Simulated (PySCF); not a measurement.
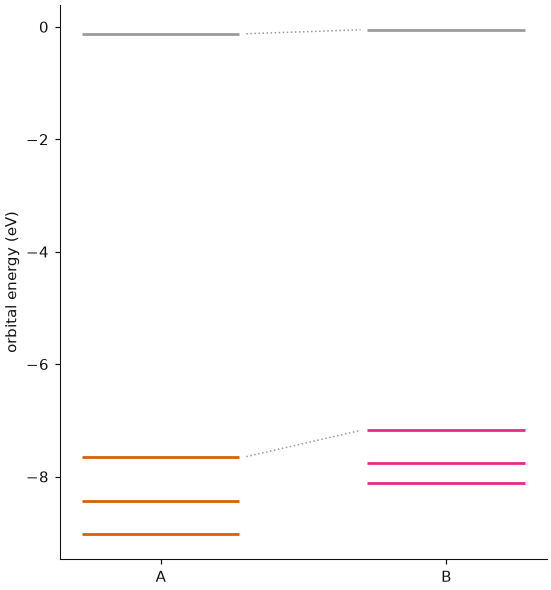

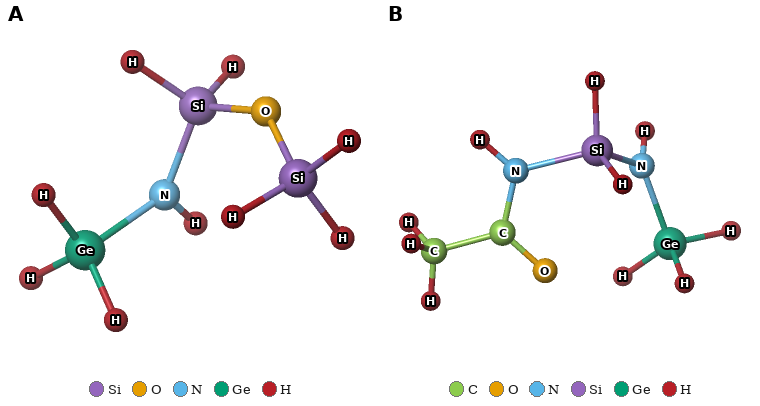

Related molecules: A is GeSi₂NH₉O, SMILES [SiH3]O[SiH2][NH][GeH3], singlet; B is C₂H₁₀GeN₂OSi, SMILES CC(=O)N[SiH2][NH][GeH3], singlet. Frontier orbital energies, PBE0/def2-SVPD, PySCF, at a PBE0-D3(BJ)/def2-SVP geometry (no frequency check); drawn are at most three filled levels and, in grey, the LUMO with any level within 0.03 eV of it; dotted lines join the HOMOs and the LUMOs.

### What does the change do to the frontier levels?

From A to B the HOMO rises by 0.47 eV and the LUMO rises by 0.07 eV, so the separation goes from 7.52 to 7.13 eV.

### Does the ΔSCF ionisation energy follow the HOMO?

A: −ε(HOMO) 7.65, ΔSCF 9.48 eV; B: −ε(HOMO) 7.18, ΔSCF 8.89 eV.

Limits of at least one run: one conformer of a flexible molecule.
